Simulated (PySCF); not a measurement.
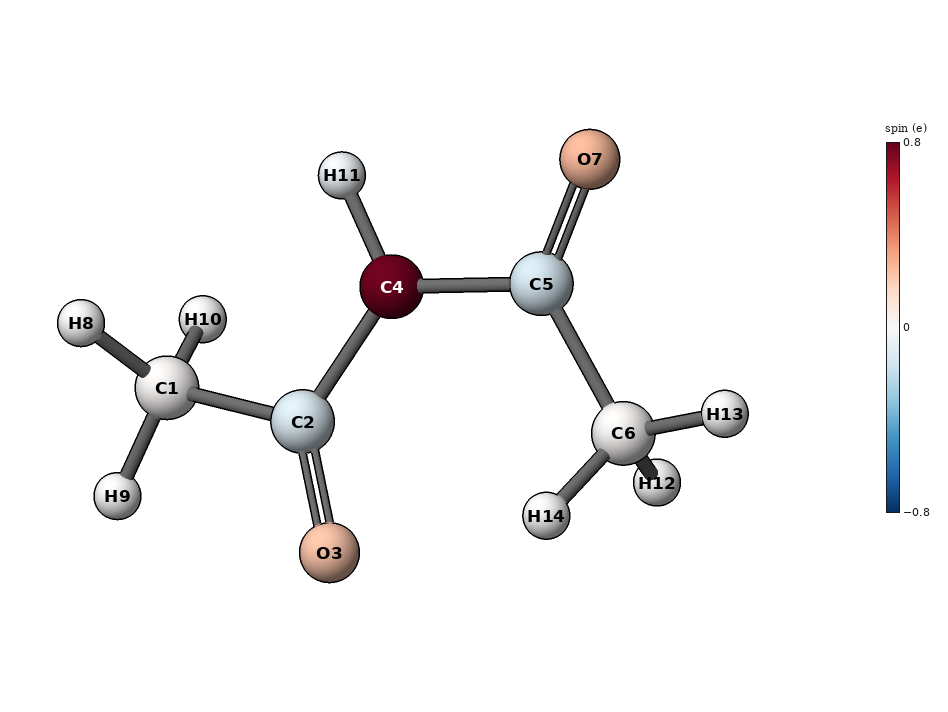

Atoms are coloured by their Mulliken spin populations. The species is neutral and a spin doublet. The geometry was computed by an optimisation with GFN2-xTB. No frequency run is at hand to confirm it as a minimum. Level of theory: UKS B3LYP, pcH-1 on C H O, non-relativistic (PySCF 2.14.0).

Which atom carries the largest spin population?

C4 (0.78 e).

Which atom has the lowest spin population?

C5 (−0.13 e); a negative value comes from spin polarisation.

List the Mulliken spin populations.

| atom | value (e) |
| --- | --- |
| C1 | 0.01 |
| C2 | −0.11 |
| O3 | 0.23 |
| C4 | 0.78 |
| C5 | −0.13 |
| C6 | 0.01 |
| O7 | 0.26 |
| H8 | 0.00 |
| H9 | 0.00 |
| H10 | 0.00 |
| H11 | −0.03 |
| H12 | 0.00 |
| H13 | 0.00 |
| H14 | 0.00 |

Mulliken values depend strongly on the basis set.
